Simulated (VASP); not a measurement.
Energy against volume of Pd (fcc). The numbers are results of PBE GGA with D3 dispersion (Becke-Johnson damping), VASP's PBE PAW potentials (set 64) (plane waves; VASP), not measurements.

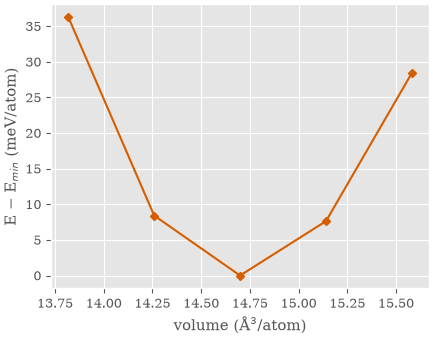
Energy against volume

Task: Estimate the equilibrium volume and the bulk modulus.

Result: The minimum lies near 14.7 Å³/atom, and the curvature gives B0 of about 190 GPa.

Measured: bulk modulus 195 GPa at 0 K (computed value off by -0.8 %), as given by Vázquez-Parga, Fernández-Martínez, Viñes, J. Chem. Theory Comput. (2023), doi:10.1021/acs.jctc.3c00612, Supporting … [zero-point energy and finite temperature contributions removed]; a 3.876 Å at 0 K (computed value off by +0.3 %), as given by Daniel Mejia-Rodriguez et al., Physical Review B (2018), arXiv:1807.09216 [static lattice: zero-point anharmonic expansion removed].

The compound is Pd in the fcc structure. It was relaxed first.
